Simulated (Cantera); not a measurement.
Feed: 1 mol Al(CH3)3, 0.38 mol H2O, 570 mol N2, equilibrated at 11.0 mbar.

Cantera equilibrium calculation (NASA polynomials, part measured and part estimated; ideal gas, pure solids and liquids). Candidate condensed phases: Al, AlN, Al2O3, C, C6H6, C7H8, C8H18, H2O; 148 gas species. The feed counts by its element totals alone. Mutual solubility and eutectic melting of coexisting phases are not modelled. Condensed phases not in the tables: aluminium oxynitride. Rates play no part.

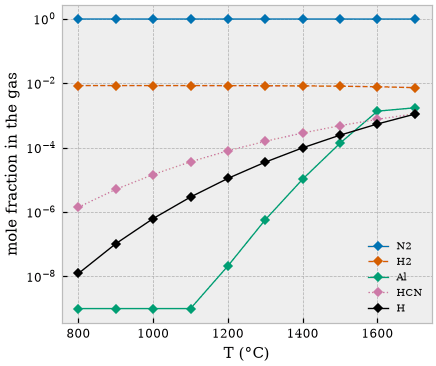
Fig. 1. Equilibrium gas composition (values under 1e-9 drawn at 1e-9)

At 800 °C the condensed part is AlN(s) + Al2O3(s) + C(graphite). From 900 °C to 1600 °C the condensed part is AlN(s) + C(graphite). At 1700 °C the condensed part is C(graphite).
